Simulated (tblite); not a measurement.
**Geometry relaxation, with input and output: C8H20N2Si3 (part 2 of 3)**

The same run, continued: C8H20N2Si3, SMILES C=C[Si@@H](N[Si@H](C)C=C)N[Si@@H](C)C=C; GFN2-xTB geometry optimisation, gas phase (tblite 0.8.0). The run did not end well. The run did not end well; see the last part.

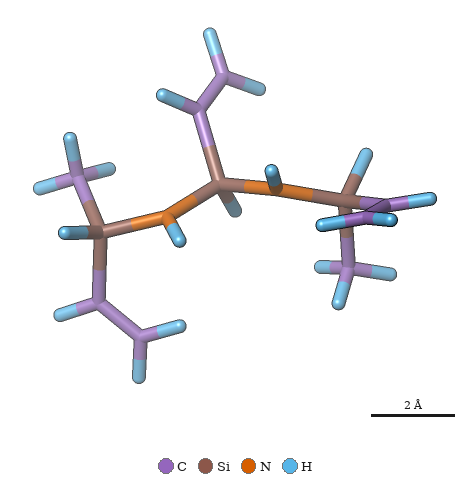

Fig. 1: The geometry at step 112 of the log (stick view, seen at a tilt).

**The program's output, continued**
```
476   -1042.48716    0.011
477   -1042.48719    0.014
478   -1042.48723    0.012
479   -1042.48727    0.014
480   -1042.48732    0.015
481   -1042.48737    0.014
482   -1042.48742    0.012
483   -1042.48746    0.011
484   -1042.48750    0.015
485   -1042.48755    0.018
486   -1042.48760    0.021
487   -1042.48765    0.016
488   -1042.48770    0.015
489   -1042.48774    0.014
490   -1042.48777    0.018
491   -1042.48781    0.016
492   -1042.48785    0.011
493   -1042.48788    0.011
494   -1042.48791    0.013
495   -1042.48794    0.016
496   -1042.48798    0.012
497   -1042.48800    0.011
498   -1042.48802    0.009
499   -1042.48803    0.009
500   -1042.48804    0.008
501   -1042.48805    0.006
502   -1042.48806    0.006
503   -1042.48807    0.006
504   -1042.48809    0.010
505   -1042.48810    0.008
506   -1042.48811    0.008
507   -1042.48813    0.011
508   -1042.48815    0.010
509   -1042.48816    0.009
510   -1042.48818    0.008
511   -1042.48820    0.009
512   -1042.48822    0.010
513   -1042.48823    0.009
514   -1042.48825    0.007
515   -1042.48827    0.010
516   -1042.48828    0.011
517   -1042.48831    0.009
518   -1042.48833    0.008
519   -1042.48834    0.007
520   -1042.48836    0.010
521   -1042.48838    0.010
522   -1042.48841    0.012
523   -1042.48843    0.010
524   -1042.48845    0.009
525   -1042.48848    0.010
526   -1042.48850    0.009
527   -1042.48852    0.011
528   -1042.48854    0.010
529   -1042.48856    0.008
530   -1042.48858    0.009
531   -1042.48859    0.009
532   -1042.48861    0.009
533   -1042.48863    0.011
534   -1042.48864    0.009
535   -1042.48866    0.008
536   -1042.48868    0.008
537   -1042.48870    0.009
538   -1042.48872    0.010
539   -1042.48874    0.012
540   -1042.48877    0.012
541   -1042.48880    0.012
542   -1042.48883    0.012
543   -1042.48886    0.011
544   -1042.48889    0.011
545   -1042.48892    0.010
546   -1042.48895    0.011
547   -1042.48898    0.013
548   -1042.48901    0.009
549   -1042.48903    0.010
550   -1042.48906    0.008
551   -1042.48907    0.009
552   -1042.48909    0.009
553   -1042.48910    0.006
554   -1042.48911    0.006
555   -1042.48912    0.007
556   -1042.48914    0.010
557   -1042.48916    0.012
558   -1042.48919    0.012
559   -1042.48921    0.010
560   -1042.48923    0.009
561   -1042.48925    0.010
562   -1042.48927    0.013
563   -1042.48930    0.012
564   -1042.48931    0.008
565   -1042.48933    0.009
566   -1042.48935    0.012
567   -1042.48936    0.011
568   -1042.48938    0.007
569   -1042.48939    0.005
570   -1042.48940    0.007
571   -1042.48941    0.008
572   -1042.48942    0.007
573   -1042.48943    0.006
574   -1042.48943    0.005
575   -1042.48944    0.005
576   -1042.48945    0.006
577   -1042.48946    0.006
578   -1042.48947    0.005
579   -1042.48948    0.006
580   -1042.48948    0.006
581   -1042.48949    0.006
582   -1042.48951    0.007
583   -1042.48952    0.007
584   -1042.48953    0.007
585   -1042.48954    0.007
586   -1042.48956    0.007
587   -1042.48957    0.010
588   -1042.48959    0.010
589   -1042.48960    0.007
590   -1042.48961    0.007
591   -1042.48963    0.008
592   -1042.48964    0.009
593   -1042.48966    0.008
594   -1042.48967    0.008
595   -1042.48968    0.007
596   -1042.48970    0.011
597   -1042.48972    0.011
598   -1042.48974    0.010
599   -1042.48975    0.010
600   -1042.48977    0.010
601   -1042.48979    0.009
602   -1042.48981    0.010
603   -1042.48983    0.012
604   -1042.48985    0.011
605   -1042.48988    0.014
606   -1042.48991    0.013
607   -1042.48995    0.016
608   -1042.48999    0.017
609   -1042.49004    0.019
610   -1042.49009    0.021
611   -1042.49013    0.015
612   -1042.49016    0.014
613   -1042.49020    0.013
614   -1042.49023    0.016
615   -1042.49027    0.014
616   -1042.49031    0.014
617   -1042.49034    0.013
618   -1042.49037    0.013
619   -1042.49041    0.014
620   -1042.49045    0.014
```

**Trajectory as extended XYZ (Å, eV, eV/Å), 12 frames, from step=0 to step=620**
```
33
Properties=species:S:1:pos:R:3:forces:R:3 step=0 energy=-1041.36506
C    -0.6350   -3.3247    0.7986    0.1710   0.5560   0.2510
C    -0.0619   -2.2196    1.2854   -0.0670  -2.2260   0.9750
Si    0.1768   -0.6274    0.4622   -0.1350  -0.2820  -2.0180
N    -1.0013    0.4864    0.9392   -0.7410   0.4140   1.4840
Si   -2.4219    0.3699    0.0354   -1.0410  -0.5400  -0.6140
C    -2.2740    1.2259   -1.6114    0.4260   0.6000  -0.7300
C    -3.7618    1.1406    1.0338   -0.3770   1.3630   1.2040
C    -3.6534    2.2451    1.7956   -0.7870  -1.1720  -0.6050
N     1.4885    0.1724    1.1212    0.1410   1.3450   1.1450
Si    2.9365   -0.0635    0.3053    2.2350   0.6920   0.5880
C     3.4893   -1.8231    0.1801    0.4670  -1.0500   0.1080
C     2.9244    0.7956   -1.3214   -0.2100   1.1440  -1.0740
C     2.5502    2.0671   -1.5399    0.3930  -0.9870  -0.5420
H    -0.7129   -4.2257    1.3967   -0.0930   0.0880  -0.1890
H    -1.0698   -3.3502   -0.1989    0.2280  -0.0310   0.3350
H     0.3440   -2.2491    2.3144   -0.2500  -0.1700  -0.5380
H     0.2464   -0.7123   -1.0097   -0.1770  -0.1040   0.0840
H    -1.2175    0.2883    1.9215    0.1680   0.5450  -0.3530
H    -2.7931   -1.0446   -0.1574   -0.1000  -0.0720  -0.0980
H    -1.5176    0.7476   -2.2426   -0.2300   0.1860   0.1280
H    -1.9794    2.2803   -1.4797   -0.1270  -0.4680  -0.1080
H    -3.2227    1.2126   -2.1460    0.1450   0.0080   0.0390
H    -4.7012    0.6150    0.9944   -0.2680   0.1530   0.1000
H    -2.7379    2.7935    1.8750    0.1480   0.0580  -0.0030
H    -4.5123    2.6156    2.3542    0.3270   0.0060  -0.1030
H     1.2395    1.1610    1.1168    0.3100  -0.2370   0.4100
H     3.9328    0.6569    1.1332    0.0000  -0.0160   0.0910
H     3.4817   -2.3074    1.1658   -0.0100   0.1420  -0.4000
H     4.5169   -1.8816   -0.2046   -0.3860   0.0260   0.1630
H     2.8598   -2.4070   -0.4822   -0.0430  -0.0910   0.0090
H     3.2733    0.1865   -2.1520   -0.0940   0.3480  -0.1730
H     2.2103    2.7278   -0.7548    0.0590  -0.1960  -0.1040
H     2.5863    2.4801   -2.5553   -0.0810  -0.0310   0.5390
33
Properties=species:S:1:pos:R:3:forces:R:3 step=56 energy=-1042.36431
C    -0.5165   -3.4509    0.8352    0.0070  -0.0220  -0.0030
C     0.1141   -2.3928    1.3176    0.0060   0.0240  -0.0210
Si    0.1340   -0.6935    0.4951    0.0130   0.0380  -0.0700
N    -1.2436    0.2794    0.9057    0.0070  -0.0150  -0.0360
Si   -2.7280    0.3545    0.0149    0.0280  -0.0220  -0.0190
C    -2.4342    1.2536   -1.6367   -0.0120   0.0010   0.0030
C    -4.0006    1.2844    1.0517    0.0050  -0.0210  -0.0040
C    -3.7459    2.3132    1.8425    0.0080   0.0160   0.0060
N     1.5413    0.1552    1.0533   -0.0060  -0.0090  -0.0140
Si    3.1286    0.0498    0.3588    0.0250  -0.0300   0.0390
C     3.5612   -1.7862    0.1658    0.0040   0.0000   0.0090
C     3.2290    0.8405   -1.3586    0.0210   0.0240   0.0130
C     2.6891    2.0049   -1.6836    0.0060   0.0250   0.0070
H    -0.5036   -4.4118    1.3279   -0.0220  -0.0220   0.0080
H    -1.0757   -3.4053   -0.0854    0.0030   0.0170  -0.0040
H     0.6624   -2.5073    2.2455    0.0120   0.0060   0.0090
H     0.1068   -0.8070   -0.9656    0.0100  -0.0220   0.0120
H    -1.2774    0.6044    1.8577   -0.0360  -0.0100   0.0070
H    -3.2394   -1.0049   -0.2472   -0.0050   0.0140   0.0180
H    -1.6463    0.7711   -2.2068   -0.0100   0.0020   0.0290
H    -2.1408    2.2882   -1.4805    0.0080  -0.0180   0.0120
H    -3.3320    1.2580   -2.2484    0.0050  -0.0060   0.0030
H    -5.0256    0.9464    0.9667   -0.0160   0.0230   0.0060
H    -2.7456    2.6984    1.9617    0.0030  -0.0010   0.0070
H    -4.5134    2.8242    2.4049   -0.0030   0.0060   0.0120
H     1.3510    0.9980    1.5673    0.0050   0.0470  -0.0130
H     4.0208    0.7454    1.3058   -0.0310  -0.0260  -0.0200
H     3.5475   -2.3020    1.1205   -0.0060   0.0250  -0.0050
H     4.5518   -1.9134   -0.2618   -0.0310  -0.0100   0.0000
H     2.8457   -2.2852   -0.4824    0.0280   0.0150   0.0110
H     3.7600    0.2957   -2.1317   -0.0140   0.0100  -0.0010
H     2.1575    2.6021   -0.9588   -0.0140  -0.0460  -0.0210
H     2.7506    2.4249   -2.6779    0.0000  -0.0130   0.0180
33
Properties=species:S:1:pos:R:3:forces:R:3 step=112 energy=-1042.43046
C    -0.4493   -3.4527    0.7744   -0.0120   0.0220   0.0080
C     0.2392   -2.3792    1.1253    0.0040   0.0160   0.0040
Si    0.0587   -0.6857    0.3142    0.0270   0.0250   0.0050
N    -1.3522    0.1733    0.8556    0.0130  -0.0150  -0.0140
Si   -2.8713    0.3531    0.0455   -0.0020  -0.0210   0.0440
C    -2.5674    1.1469   -1.6532   -0.0260  -0.0150  -0.0010
C    -3.9677    1.4638    1.1098    0.0170   0.0070  -0.0070
C    -3.5296    2.3121    2.0258   -0.0010  -0.0090   0.0150
N     1.4073    0.2873    0.8089    0.0170  -0.0070   0.0200
Si    3.0939    0.0995    0.4397   -0.0070  -0.0230   0.0320
C     3.4749   -1.7501    0.2699   -0.0010   0.0180   0.0060
C     3.5529    1.0254   -1.1433   -0.0230   0.0050   0.0140
C     2.7222    1.8157   -1.8060   -0.0210  -0.0140   0.0240
H    -0.3185   -4.4124    1.2528   -0.0300  -0.0050  -0.0110
H    -1.1844   -3.4112   -0.0129   -0.0020  -0.0320  -0.0200
H     0.9616   -2.4775    1.9259    0.0130   0.0210   0.0160
H    -0.0663   -0.8197   -1.1417    0.0130   0.0010   0.0170
H    -1.3947    0.3003    1.8545    0.0070   0.0070  -0.0110
H    -3.5372   -0.9591   -0.1093   -0.0100   0.0510  -0.0260
H    -1.8349    0.5754   -2.2121    0.0020   0.0010  -0.0180
H    -2.1997    2.1655   -1.5707    0.0170  -0.0150   0.0480
H    -3.4809    1.1785   -2.2371   -0.0370  -0.0060  -0.0340
H    -5.0363    1.4051    0.9388    0.0300  -0.0110   0.0000
H    -2.4761    2.4195    2.2323   -0.0170   0.0020   0.0090
H    -4.1878    2.9355    2.6141    0.0060   0.0000  -0.0190
H     1.1532    1.2286    1.0626   -0.0050   0.0010   0.0030
H     3.8461    0.6769    1.5726   -0.0320   0.0090  -0.0130
H     3.4267   -2.2371    1.2386    0.0090  -0.0130  -0.0270
H     4.4710   -1.9160   -0.1298   -0.0260   0.0040  -0.0060
H     2.7587   -2.2424   -0.3812    0.0350   0.0140  -0.0010
H     4.5626    0.9059   -1.5188   -0.0100   0.0100  -0.0260
H     1.7088    1.9673   -1.4620    0.0550  -0.0250  -0.0530
H     2.9995    2.3392   -2.7099   -0.0040  -0.0040   0.0230
33
Properties=species:S:1:pos:R:3:forces:R:3 step=169 energy=-1042.44553
C    -0.4867   -3.4307    0.7427   -0.0030   0.0040  -0.0040
C     0.2033   -2.3683    1.1248   -0.0050  -0.0060   0.0020
Si    0.0916   -0.6708    0.3079   -0.0050  -0.0140   0.0200
N    -1.3203    0.2014    0.8272    0.0040   0.0050   0.0020
Si   -2.8605    0.3526    0.0544    0.0090  -0.0080  -0.0120
C    -2.6153    1.1267   -1.6628    0.0030   0.0020  -0.0040
C    -3.9452    1.4794    1.1109    0.0010  -0.0080   0.0030
C    -3.5279    2.3040    2.0572   -0.0010  -0.0010  -0.0030
N     1.4344    0.2734    0.8693   -0.0020   0.0010   0.0010
Si    3.1206    0.1142    0.4888    0.0020  -0.0050  -0.0110
C     3.5297   -1.7198    0.2438   -0.0050  -0.0040   0.0000
C     3.5665    1.0597   -1.0866   -0.0070   0.0100  -0.0150
C     2.6867    1.6928   -1.8467   -0.0090   0.0050   0.0050
H    -0.4190   -4.3878    1.2405    0.0080   0.0180  -0.0040
H    -1.1613   -3.3899   -0.0979    0.0060   0.0070   0.0010
H     0.8663   -2.4664    1.9769   -0.0040  -0.0060  -0.0110
H     0.0071   -0.7882   -1.1509    0.0010   0.0110   0.0100
H    -1.3422    0.3705    1.8205    0.0040   0.0020   0.0020
H    -3.5359   -0.9539   -0.0801   -0.0020  -0.0060   0.0040
H    -1.9788    0.5039   -2.2826   -0.0050   0.0030   0.0080
H    -2.1483    2.1046   -1.5867    0.0010  -0.0040  -0.0130
H    -3.5622    1.2515   -2.1799    0.0080  -0.0020   0.0060
H    -5.0071    1.4493    0.8985   -0.0020   0.0040  -0.0060
H    -2.4842    2.3864    2.3163   -0.0010   0.0010  -0.0050
H    -4.1997    2.9385    2.6166    0.0060   0.0010   0.0130
H     1.1761    1.2008    1.1666    0.0000   0.0060  -0.0050
H     3.8542    0.6887    1.6320   -0.0020   0.0000   0.0000
H     3.4305   -2.2735    1.1712   -0.0040  -0.0010  -0.0070
H     4.5473   -1.8520   -0.1114   -0.0100   0.0020   0.0060
H     2.8593   -2.1696   -0.4823    0.0080  -0.0100   0.0070
H     4.6082    1.0783   -1.3863    0.0020   0.0050   0.0090
H     1.6381    1.7005   -1.5922   -0.0010  -0.0010  -0.0020
H     2.9579    2.2257   -2.7467    0.0060  -0.0120   0.0040
33
Properties=species:S:1:pos:R:3:forces:R:3 step=225 energy=-1042.44791
C    -0.4959   -3.3966    0.6821    0.0030  -0.0010  -0.0040
C     0.1972   -2.3505    1.1009    0.0000   0.0000  -0.0010
Si    0.1051   -0.6361    0.3202    0.0000  -0.0020  -0.0010
N    -1.3039    0.2385    0.8399    0.0010  -0.0030   0.0010
Si   -2.8503    0.3497    0.0735    0.0020   0.0070   0.0010
C    -2.6183    1.0737   -1.6672   -0.0010  -0.0010   0.0000
C    -3.9365    1.4898    1.1140    0.0000   0.0030  -0.0010
C    -3.5223    2.3002    2.0740   -0.0020  -0.0010   0.0000
N     1.4490    0.2934    0.9008   -0.0030  -0.0030   0.0010
Si    3.1303    0.1210    0.5042   -0.0050   0.0040   0.0000
C     3.5150   -1.7176    0.2536    0.0030   0.0000   0.0000
C     3.5637    1.0746   -1.0700    0.0020  -0.0010   0.0000
C     2.6692    1.6472   -1.8603    0.0020  -0.0010   0.0030
H    -0.4422   -4.3657    1.1569    0.0020   0.0000  -0.0010
H    -1.1567   -3.3287   -0.1674   -0.0020   0.0040  -0.0010
H     0.8471   -2.4759    1.9589   -0.0010   0.0000   0.0000
H     0.0268   -0.7273   -1.1408   -0.0010  -0.0010   0.0030
H    -1.3220    0.4141    1.8321   -0.0010   0.0050   0.0000
H    -3.5157   -0.9662   -0.0197    0.0010  -0.0010   0.0000
H    -2.0233    0.4098   -2.2853   -0.0030  -0.0030   0.0010
H    -2.1100    2.0328   -1.6302   -0.0040  -0.0010   0.0010
H    -3.5719    1.2227   -2.1645    0.0000  -0.0010   0.0010
H    -4.9953    1.4761    0.8849    0.0020  -0.0020  -0.0010
H    -2.4810    2.3673    2.3468   -0.0040   0.0000   0.0000
H    -4.1929    2.9369    2.6326    0.0050   0.0030   0.0000
H     1.1981    1.2262    1.1875   -0.0010  -0.0030   0.0030
H     3.8783    0.6841    1.6442   -0.0050  -0.0020  -0.0070
H     3.3732   -2.2779    1.1712    0.0010   0.0010   0.0040
H     4.5421   -1.8633   -0.0658    0.0070  -0.0020  -0.0010
H     2.8652   -2.1517   -0.4999   -0.0030   0.0020  -0.0010
H     4.6104    1.1505   -1.3411    0.0030   0.0010  -0.0020
H     1.6156    1.5983   -1.6329    0.0020   0.0040  -0.0010
H     2.9349    2.1825   -2.7604    0.0010  -0.0020   0.0030
```
